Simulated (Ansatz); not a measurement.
# Changed inputs in constrained RPA: SrMnO3 (Pm-3m)

Aim: hold the target of a cRPA run on SrMnO3 (Pm-3m) and move one thing at a time.

Main program and level: Ansatz 0.2.0; constrained RPA on LDA, plane waves, PAW.

## 1. The starting structure

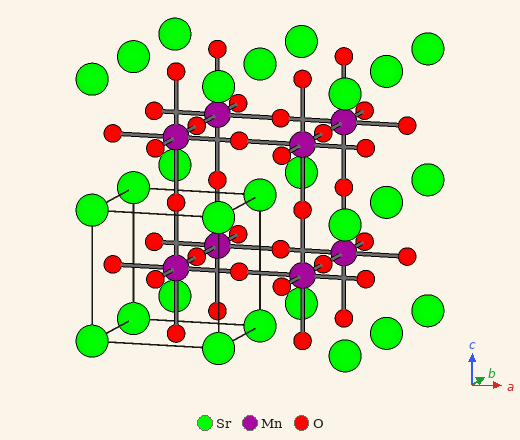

Start, viewed slightly off an axis; strontium green, manganese purple, oxygen red. 2×2×2 cells are drawn. Some periodic images of atoms are drawn too.

 The program's search for lower electronic states was switched off, so nothing shows that the state found is the lowest. The default PAW set here is soft_2. Its files were made with PBE.

## 2. Base: Mn d + anion p, bands v11 to c3, 4×4×4 mesh, medium accuracy

Constrained RPA screens the interaction with every transition except those inside the target bands, which a later many-body model would treat itself.

The input, input.yaml:

```yaml
crystal:
  lattice:
    - [0.0, -3.805, 0.0]
    - [0.0, 0.0, 3.805]
    - [-3.805, 0.0, 0.0]
  atoms:
    - { symbol: Sr, position: [0.0, 0.0, 0.0] }
    - { symbol: Mn, position: [0.5, 0.5, 0.5] }
    - { symbol: O, position: [0.5, 0.5, 0.0] }
    - { symbol: O, position: [0.5, 0.0, 0.5] }
    - { symbol: O, position: [0.0, 0.5, 0.5] }
kpoints:
  mp_grid: { grid: [8, 8, 8] }
hamiltonian:
  xc: lda
scf:
  occupations: { method: gaussian, width: 0.08 }
  n_extra_bands: 19
  max_iter: 150
  lower_state_search: "off"
output:
  crpa:
    kmesh: [4, 4, 4]
    target_bands: [v11, c3]
    projections: [{ species: Mn, l: d, shell: 3 }, { species: O, l: p, shell: 2 }]
  local_orbitals:
    kmesh: [8, 8, 8]
    orbitals: [{ species: Mn, l: d, shell: 3 }, { species: O, l: p, shell: 2 }]
    window: { bands: [v11, c3] }
    seedname: lo
```

On the command line:

```
> ansatz run input.yaml --threads 16 --pin off --max-ram 36864MiB --backend cpu --events-out ev --progress --plain --runs-dir out
```

Numbers of over 12 decimals in the logs are rounded to 6 here.

What it wrote:

```text
scf.n_extra_bands = 19 over 22 filled bands (N_el = 43.0): the run solves 41 bands
Engine: ansatz 0.2.0, x86_64-unknown-linux-gnu
Pseudopotentials: kind: paw
Pseudopotential: Sr, paw, valence charge 10, recommended cutoff 420 eV (normal), Sr.paw.azcp
Pseudopotential: Mn, paw, valence charge 15, recommended cutoff 420 eV (normal), Mn.paw.azcp
Pseudopotential: O, paw, valence charge 6, recommended cutoff 420 eV (normal), O.paw.azcp
Functional definition: SPW92
  exchange = slater_x
  correlation = pw_c
Crystal: 5 atoms, lattice volume = 55.089 Å³
Basis set: ecut = 420 eV, 1045 PW (Γ)
Bands: 41, of which v1, the nominal top of the filled ones, is band 22 counted from 1 (21 counted from 0)
Symmetry: 48 space group operations
Space group: Pm-3m (ITA 221), of the structure as read, at distance tolerance 3.8e-5 Å
k-points: 35 of 512
Non-local potential: Sr, projectors of the file, l = 0: 3, l = 1: 2, l = 2: 2
Non-local potential: Mn, projectors of the file, l = 0: 3, l = 1: 2, l = 2: 3, l = 3: 1
Non-local potential: O, projectors of the file, l = 0: 2, l = 1: 2, l = 2: 1
PAW form: soft (Blöchl's): semilocal exchange-correlation on the pseudo side does not see the compensation charge
PAW frozen core: Sr, regenerated for the run's functional, and the local potential with it (the file was generated under x = pbe(κ = 0.804, μ = 0.219515), c = pbe(β = 0.066725))
PAW frozen core: Mn, regenerated for the run's functional, and the local potential with it (the file was generated under x = pbe(κ = 0.804, μ = 0.219515), c = pbe(β = 0.066725))
PAW frozen core: O, regenerated for the run's functional, and the local potential with it (the file was generated under x = pbe(κ = 0.804, μ = 0.219515), c = pbe(β = 0.066725))
PAW one-centre angular grid: Sr, 110 points (default); XC on 64 Gauss nodes
PAW one-centre angular grid: Mn, 590 points (default); XC on 64 Gauss nodes
PAW one-centre angular grid: O, 110 points (default); XC on 64 Gauss nodes
Initial density: superposition of atomic densities (neutral atoms: chi_scale 0, normalization atom), corrected by the library's trained network
Initial wavefunctions: pseudopotential atomic-orbital guess
Functional: x = slater, c = lda
SCF iter   1: F=—  HF=-8954.970518 eV  |F-HF|=—  |Δ(HF+E_count)|=         —  Δρ=2.45e-2  dr2=3.23e-1  ethr=1.77e-3  ⟨swp⟩=7.6  Hψ=7072  notcnv=0  defer=282
preconditioner: auto → Kerker (q_TF=auto, 2.618 Å⁻¹)  [metal: Δε(μ)=0.011 eV  Ē_g=19.392 eV  σ=0.080 eV  W_gap=0.08  n_scr=18 (ndim 8)  ℏωp=28.7 eV  f_vac=0.000  D(μ)=9.02/eV (n_scr^D=146)]
SCF iter   2: F=—  HF=-8954.931819 eV  |F-HF|=—  |Δ(HF+E_count)|=   3.87e-2  Δρ=1.38e-2  dr2=1.10e-1  ethr=7.51e-4  ⟨swp⟩=2.0  Hψ=1865  notcnv=0  defer=351
[...]
Fermi energy:    11.558283 eV
--- Per-component energies (eV) ---
  E_band       = -300.047737
  E_kinetic    = 1071.752813
  E_local      = -3726.796461  (includes V_loc(G=0)·N_el)
  E_nonlocal   = 594.105182
  E_hartree    = 1395.070794
  E_xc         = -503.896935
  E_vxc        = -589.292251  (∫ρ·V_xc dr)
  E_paw        = -4273.289074  (= ΣΔE_a)
  E_vpaw       = -439.969523  (= ΣTr[D̂ρ^β])
  E_aug_tail   = 0.007528  (compensation charges beyond the density's cutoff)
  E_ewald      = -3512.806659
  E_core_change = 0.968853  (= ΣΔE_core)
  E_smearing   = -0.029993  (= −TS)
  E_closure    = -0.000000  (closes the sum)
  Σ components = -8954.913952   (vs F -8954.913952, Δ=0.00e0)
--- Band table (eV; the first three rows and the last of 35) ---
  k-point 0: bands = [... 18 lower, 9.8254, 9.8254, 9.8600, 9.8600, 9.8600, 11.4575, 11.4575, 15.8676, ... 15 higher]
  k-point 1: bands = [... 18 lower, 9.5920, 9.5920, 9.8695, 10.4683, 10.4683, 11.4606, 12.0586, 16.1478, ... 15 higher]
  k-point 2: bands = [... 18 lower, 9.4504, 9.4504, 9.8926, 11.1400, 11.1400, 11.4662, 12.9351, 16.8937, ... 15 higher]
  k-point 34: bands = [... 18 lower, 10.2832, 10.2832, 12.1207, 12.1207, 12.1207, 15.7175, 15.7175, 17.6846, ... 15 higher]
--- cRPA (band scheme, projected local orbitals): target bands 12..25 (1-based), 14 Wannier function(s), 4×4×4 mesh, 50 bands' worth read of 55 solved, ecut_chi 136.0 eV, v(q+G=0) probe_charge, pair densities all_electron ---
  bands read: the sum over 50 bands ends inside a degenerate multiplet in 7 slots, whose members it reads at an even weight; the widest, k=42: bands 49 to 51 (counted from 1) at 2/3 each
  χ-basis size per q: N_G = 192..211
  window electrons = 21.0000, filled by tetrahedron_uncorrected; constrained ε̄⁻¹(q = 0, 0) head = 0.356973; min gauge Gram eig = 0.8108
  Kanamori averages over each shell's own Wannier functions (sites counted from 0, functions from 1):
  Each shell's averages of U are screened by what lies outside the whole window alone: parameters of one model of all the shells.
    Site 1, 3D, 5 of 5 d orbitals (Wannier functions 1, 2, 3, 4, 5; wannier90's mr 1, 2, 3, 4, 5):
      screened: U = 10.9989 eV, U' = 9.6126 eV, J = 0.6948 eV
      screened, to within: U = 2.3e-2 eV, U' = 2.3e-2 eV, J = 9.8e-4 eV
      bare: V = 23.3897 eV, V' = 21.7094 eV, J = 0.8277 eV
    Site 2, 2P, 3 of 3 p orbitals (Wannier functions 6, 7, 8; wannier90's mr 1, 2, 3):
      screened: U = 7.7522 eV, U' = 6.3149 eV, J = 0.7182 eV
      screened, to within: U = 9.9e-3 eV, U' = 9.8e-3 eV, J = 9.2e-4 eV
      bare: V = 19.0583 eV, V' = 17.2278 eV, J = 0.9120 eV
    Site 3, 2P, 3 of 3 p orbitals (Wannier functions 9, 10, 11; wannier90's mr 1, 2, 3):
      screened: U = 7.7522 eV, U' = 6.3149 eV, J = 0.7182 eV
      screened, to within: U = 9.9e-3 eV, U' = 9.8e-3 eV, J = 9.2e-4 eV
      bare: V = 19.0583 eV, V' = 17.2278 eV, J = 0.9120 eV
    Site 4, 2P, 3 of 3 p orbitals (Wannier functions 12, 13, 14; wannier90's mr 1, 2, 3):
      screened: U = 7.7522 eV, U' = 6.3149 eV, J = 0.7182 eV
      screened, to within: U = 9.9e-3 eV, U' = 9.8e-3 eV, J = 9.2e-4 eV
      bare: V = 19.0583 eV, V' = 17.2278 eV, J = 0.9120 eV
  Hermiticity witness max|P − P†| over intra, direct and exchange elements: 8.88e-15 eV (screened), 3.55e-15 eV (bare)
  Reality witness max|Im| over intra, direct and exchange elements: 2.43e-8 eV (screened), 7.57e-9 eV (bare)
[key lines of the parts left out:]
SCF converged after 8 iterations
Free energy (F): -8954.913952 eV
```

It took 45 s on 16 threads of Intel Xeon 6975P-C (Granite Rapids), shared host; peak memory 0.96 GiB; 7.9 min of CPU time.

Numbers from this step:

* U: 11.00 eV
* U prime (inter-orbital): 9.613 eV
* J: 0.6948 eV
* bare V: 23.39 eV
* bare J: 0.8277 eV
* stated bound on U: 0.02258 eV
* U over bare V: 0.4702
* electrons in the window: 21.00
* head of the constrained inverse dielectric matrix: 0.3570
* least eigenvalue of the projection's overlap: 0.8108
* target functions: 14
* bands in the sums: 50
* r.m.s. miss of the model bands: 1.43e-4 eV
* width of the target bands: 11.52 eV
* weight of the projected orbitals in the window: 0.9548

On the Mn d shell, screening brings the on-site interaction from 23.4 eV down to U = 11.00 eV.

## 3. Changed: 6×6×6 mesh

input.yaml, the sections that differ from step 2:

```yaml
output:
  crpa:
    kmesh: [6, 6, 6]
    target_bands: [v11, c3]
    projections: [{ species: Mn, l: d, shell: 3 }, { species: O, l: p, shell: 2 }]
# crystal, kpoints, hamiltonian, scf: as in step 2
```

What it wrote:

```text
[...]
Crystal: 5 atoms, lattice volume = 55.089 Å³
Basis set: ecut = 420 eV, 1045 PW (Γ)
Bands: 41, of which v1, the nominal top of the filled ones, is band 22 counted from 1 (21 counted from 0)
Symmetry: 48 space group operations
[...]
k-points: 35 of 512
[...]
SCF iter   1: F=—  HF=-8954.970518 eV  |F-HF|=—  |Δ(HF+E_count)|=         —  Δρ=2.45e-2  dr2=3.23e-1  ethr=1.77e-3  ⟨swp⟩=7.6  Hψ=7072  notcnv=0  defer=282
[...]
SCF iter   8: F=-8954.913952 eV  HF=-8954.913952 eV  |F-HF|=4.05e-9  |Δ(HF+E_count)|=   2.27e-8  Δρ=3.63e-6  dr2=7.72e-9  ethr=2.33e-10  ⟨swp⟩=10.3  Hψ=6821  notcnv=0
SCF 1 converged in 8 iterations: F = -8954.913952 eV  dr2 = 7.72e-9
[...]
NSCF: frozen V_eff on 20 k-points
[...]
cRPA screening: q 1/216
cRPA screening: q 2/216
cRPA screening: q 8/216 (q-point 3)
cRPA screening: q 14/216 (q-point 4)
cRPA screening: q 17/216 (q-point 8)
[...]
χ-basis size per q: N_G = 188..208
[...]
screened: U = 11.0236 eV, U' = 9.6370 eV, J = 0.6946 eV
      screened, to within: U = 2.4e-2 eV, U' = 2.4e-2 eV, J = 9.8e-4 eV
      bare: V = 23.3821 eV, V' = 21.7019 eV, J = 0.8276 eV
    Site 2, 2P, 3 of 3 p orbitals (Wannier functions 6, 7, 8; wannier90's mr 1, 2, 3):
      screened: U = 7.7568 eV, U' = 6.3192 eV, J = 0.7183 eV
      screened, to within: U = 1.1e-2 eV, U' = 1.1e-2 eV, J = 9.2e-4 eV
      bare: V = 19.0461 eV, V' = 17.2157 eV, J = 0.9119 eV
    Site 3, 2P, 3 of 3 p orbitals (Wannier functions 9, 10, 11; wannier90's mr 1, 2, 3):
      screened: U = 7.7568 eV, U' = 6.3192 eV, J = 0.7183 eV
      screened, to within: U = 1.1e-2 eV, U' = 1.1e-2 eV, J = 9.2e-4 eV
      bare: V = 19.0461 eV, V' = 17.2157 eV, J = 0.9119 eV
    Site 4, 2P, 3 of 3 p orbitals (Wannier functions 12, 13, 14; wannier90's mr 1, 2, 3):
      screened: U = 7.7568 eV, U' = 6.3192 eV, J = 0.7183 eV
      screened, to within: U = 1.1e-2 eV, U' = 1.1e-2 eV, J = 9.2e-4 eV
      bare: V = 19.0461 eV, V' = 17.2157 eV, J = 0.9119 eV
[...]
[key lines of the parts left out:]
SCF converged after 8 iterations
Free energy (F): -8954.913952 eV
Fermi energy:    11.558283 eV
```

It took 5.5 min on 16 threads; peak memory 1.2 GiB; 63 min of CPU time.

This step gave:

| Property | Result |
| --- | --- |
| U | 11.02 eV |
| U prime (inter-orbital) | 9.637 eV |
| J | 0.6946 eV |
| bare V | 23.38 eV |
| bare J | 0.8276 eV |
| stated bound on U | 0.02345 eV |
| U over bare V | 0.4715 |
| electrons in the window | 21.00 |
| head of the constrained inverse dielectric matrix | 0.3569 |
| least eigenvalue of the projection's overlap | 0.8108 |
| target functions | 14 |
| bands in the sums | 50 |
| width of the target bands | 11.52 eV |
| weight of the projected orbitals in the window | 0.9548 |

On the Mn d shell, screening brings the on-site interaction from 23.4 eV down to U = 11.02 eV.

## 4. Changed: 2×2×2 mesh

input.yaml, as its differences from that of step 3:

```diff
@@ -22,3 +22,3 @@
   crpa:
-    kmesh: [6, 6, 6]
+    kmesh: [2, 2, 2]
     target_bands: [v11, c3]
```

What it wrote:

```text
[...]
Crystal: 5 atoms, lattice volume = 55.089 Å³
Basis set: ecut = 420 eV, 1045 PW (Γ)
Bands: 41, of which v1, the nominal top of the filled ones, is band 22 counted from 1 (21 counted from 0)
Symmetry: 48 space group operations
[...]
k-points: 35 of 512
[...]
screened: U = 7.7551 eV, U' = 6.3095 eV, J = 0.7217 eV
      screened, to within: U = 8.9e-3 eV, U' = 8.9e-3 eV, J = 9.7e-4 eV
      bare: V = 19.2463 eV, V' = 17.4059 eV, J = 0.9158 eV
    Site 4, 2P, 3 of 3 p orbitals (Wannier functions 12, 13, 14; wannier90's mr 1, 2, 3):
      screened: U = 7.7551 eV, U' = 6.3095 eV, J = 0.7217 eV
      screened, to within: U = 8.9e-3 eV, U' = 8.9e-3 eV, J = 9.7e-4 eV
      bare: V = 19.2463 eV, V' = 17.4059 eV, J = 0.9158 eV
[...]
[key lines of the parts left out:]
SCF converged after 8 iterations
Free energy (F): -8954.913952 eV
Fermi energy:    11.558283 eV
```

Elapsed: 5.7 s, on 16 threads; peak memory 0.82 GiB; 48 s of CPU time.

This step gave:

```yaml
u: 11.06 eV
u_prime_inter_orbital: 9.664 eV
j: 0.6969 eV
bare_v: 23.50 eV
bare_j: 0.8299 eV
stated_bound_on_u: 0.01474 eV
u_over_bare_v: 0.4705
electrons_in_the_window: 21.00
head_of_the_constrained_inverse_dielectric_matrix: 0.3423
least_eigenvalue_of_the_projection_s_overlap: 0.8108
target_functions: 14
bands_in_the_sums: 50
width_of_the_target_bands: 11.52 eV
weight_of_the_projected_orbitals_in_the_window: 0.9548
```

On the Mn d shell, screening brings the on-site interaction from 23.5 eV down to U = 11.06 eV.

## 5. Changed: accuracy low

input.yaml, as its differences from that of step 4:

```diff
@@ -22,4 +22,5 @@
   crpa:
-    kmesh: [2, 2, 2]
+    kmesh: [4, 4, 4]
     target_bands: [v11, c3]
     projections: [{ species: Mn, l: d, shell: 3 }, { species: O, l: p, shell: 2 }]
+    accuracy: low
```

What it wrote:

```text
[...]
Crystal: 5 atoms, lattice volume = 55.089 Å³
Basis set: ecut = 420 eV, 1045 PW (Γ)
Bands: 41, of which v1, the nominal top of the filled ones, is band 22 counted from 1 (21 counted from 0)
Symmetry: 48 space group operations
[...]
k-points: 35 of 512
[...]
screened: U = 7.7284 eV, U' = 6.2960 eV, J = 0.7158 eV
      screened, to within: U = 1.3e-1 eV, U' = 1.3e-1 eV, J = 1.5e-2 eV
      bare: V = 19.0583 eV, V' = 17.2278 eV, J = 0.9120 eV
    Site 4, 2P, 3 of 3 p orbitals (Wannier functions 12, 13, 14; wannier90's mr 1, 2, 3):
      screened: U = 7.7284 eV, U' = 6.2960 eV, J = 0.7158 eV
      screened, to within: U = 1.3e-1 eV, U' = 1.3e-1 eV, J = 1.5e-2 eV
      bare: V = 19.0583 eV, V' = 17.2278 eV, J = 0.9120 eV
[...]
[key lines of the parts left out:]
SCF converged after 8 iterations
Free energy (F): -8954.913952 eV
Fermi energy:    11.558283 eV
```

Elapsed: 32 s, on 16 threads; peak memory 0.9 GiB; 5.7 min of CPU time.

This step gave:

- U: 10.92 eV
- U prime (inter-orbital): 9.536 eV
- J: 0.6921 eV
- bare V: 23.39 eV
- bare J: 0.8277 eV
- stated bound on U: 0.3312 eV
- U over bare V: 0.4668
- electrons in the window: 21.00
- head of the constrained inverse dielectric matrix: 0.3569
- least eigenvalue of the projection's overlap: 0.8108
- target functions: 14
- bands in the sums: 50
- width of the target bands: 11.52 eV
- weight of the projected orbitals in the window: 0.9548

On the Mn d shell, screening brings the on-site interaction from 23.4 eV down to U = 10.92 eV.

## 6. Changed: smooth pair densities

input.yaml, as its differences from that of step 5:

```diff
@@ -25,2 +25,2 @@
     projections: [{ species: Mn, l: d, shell: 3 }, { species: O, l: p, shell: 2 }]
-    accuracy: low
+    pair_densities: pseudo
```

What it wrote:

```text
[...]
Crystal: 5 atoms, lattice volume = 55.089 Å³
Basis set: ecut = 420 eV, 1045 PW (Γ)
Bands: 41, of which v1, the nominal top of the filled ones, is band 22 counted from 1 (21 counted from 0)
Symmetry: 48 space group operations
[...]
k-points: 35 of 512
[...]
screened, sum over states alone: U = 8.2129 eV, U' = 6.4782 eV, J = 0.8650 eV
      bare: V = 19.0583 eV, V' = 17.2278 eV, J = 0.9120 eV
    Site 4, 2P, 3 of 3 p orbitals (Wannier functions 12, 13, 14; wannier90's mr 1, 2, 3):
      screened: U = 7.7667 eV, U' = 6.3134 eV, J = 0.7261 eV
      screened, to within: U = 3.1e-3 eV, U' = 3.1e-3 eV, J = 1.9e-4 eV
      screened, sum over states alone: U = 8.2129 eV, U' = 6.4782 eV, J = 0.8650 eV
      bare: V = 19.0583 eV, V' = 17.2278 eV, J = 0.9120 eV
[...]
[key lines of the parts left out:]
SCF converged after 8 iterations
Free energy (F): -8954.913952 eV
Fermi energy:    11.558283 eV
```

It took 65 s on 16 threads; peak memory 0.89 GiB.

Numbers from this step:

```
U                                                 : 11.06 eV
U prime (inter-orbital)                           : 9.610 eV
J                                                 : 0.7274 eV
bare V                                            : 23.39 eV
bare J                                            : 0.8277 eV
stated bound on U                                 : 0.01050 eV
U over bare V                                     : 0.4728
electrons in the window                           : 21.00
head of the constrained inverse dielectric matrix : 0.3572
least eigenvalue of the projection's overlap      : 0.8108
target functions                                  : 14
bands in the sums                                 : 50
width of the target bands                         : 11.52 eV
weight of the projected orbitals in the window    : 0.9548
```

On the Mn d shell, screening brings the on-site interaction from 23.4 eV down to U = 11.06 eV.

## 7. Changed: volume -3 %

The cell differs from the one that the last finished run ended in (a 3.805 → 3.767 Å, b 3.805 → 3.767 Å, c 3.805 → 3.767 Å).

input.yaml, the sections that differ from step 6:

```yaml
crystal:
  lattice:
    - [0.0, -3.7665630286, 0.0]
    - [0.0, 0.0, 3.7665630286]
    - [-3.7665630286, 0.0, 0.0]
  atoms:
    - { symbol: Sr, position: [0.0, 0.0, 0.0] }
    - { symbol: Mn, position: [0.5, 0.5, 0.5] }
    - { symbol: O, position: [0.5, 0.5, 0.0] }
    - { symbol: O, position: [0.5, 0.0, 0.5] }
    - { symbol: O, position: [0.0, 0.5, 0.5] }
output:
  crpa:
    kmesh: [4, 4, 4]
    target_bands: [v11, c3]
    projections: [{ species: Mn, l: d, shell: 3 }, { species: O, l: p, shell: 2 }]
  local_orbitals:
    kmesh: [8, 8, 8]
    orbitals: [{ species: Mn, l: d, shell: 3 }, { species: O, l: p, shell: 2 }]
    window: { bands: [v11, c3] }
    seedname: lo
# kpoints, hamiltonian, scf: as in step 6
```

What it wrote:

```text
[...]
Crystal: 5 atoms, lattice volume = 53.436 Å³
Basis set: ecut = 420 eV, 1021 PW (Γ)
Bands: 41, of which v1, the nominal top of the filled ones, is band 22 counted from 1 (21 counted from 0)
Symmetry: 48 space group operations
[...]
k-points: 35 of 512
[...]
screened: U = 7.7640 eV, U' = 6.3222 eV, J = 0.7207 eV
      screened, to within: U = 9.8e-3 eV, U' = 9.8e-3 eV, J = 9.3e-4 eV
      bare: V = 19.1007 eV, V' = 17.2642 eV, J = 0.9150 eV
    Site 4, 2P, 3 of 3 p orbitals (Wannier functions 12, 13, 14; wannier90's mr 1, 2, 3):
      screened: U = 7.7640 eV, U' = 6.3222 eV, J = 0.7207 eV
      screened, to within: U = 9.8e-3 eV, U' = 9.8e-3 eV, J = 9.3e-4 eV
      bare: V = 19.1007 eV, V' = 17.2642 eV, J = 0.9150 eV
[...]
[key lines of the parts left out:]
SCF converged after 8 iterations
Free energy (F): -8955.041143 eV
Fermi energy:    12.103038 eV
```

Run time: 60 s. Hardware: 16 threads; peak memory 0.94 GiB.

This step gave:

```
U                                                 : 10.96 eV
U prime (inter-orbital)                           : 9.571 eV
J                                                 : 0.6946 eV
bare V                                            : 23.40 eV
bare J                                            : 0.8278 eV
stated bound on U                                 : 0.02169 eV
U over bare V                                     : 0.4684
electrons in the window                           : 21
head of the constrained inverse dielectric matrix : 0.3538
least eigenvalue of the projection's overlap      : 0.8132
target functions                                  : 14
bands in the sums                                 : 50
r.m.s. miss of the model bands                    : 1.31e-4 eV
width of the target bands                         : 11.89 eV
weight of the projected orbitals in the window    : 0.9535
```

On the Mn d shell, screening brings the on-site interaction from 23.4 eV down to U = 10.96 eV.

[end of part 1 of 2]

[Paths, hosts, dates, memory and timing lines, banners, echoed tables and standing remarks are left out of the program output.]

[Logs are printed without paths, hosts, clocks, repeated set-up lines and the standing remarks that a program may print on its own settings, such as how far it seeks lower states.]

[Runs of the session that timed out or met a known fault of the program may be left out.]

[Hosts, paths, dates, database ids (printed as entryN), source tags and the programs' standing remarks are cut or masked in the printed files.]
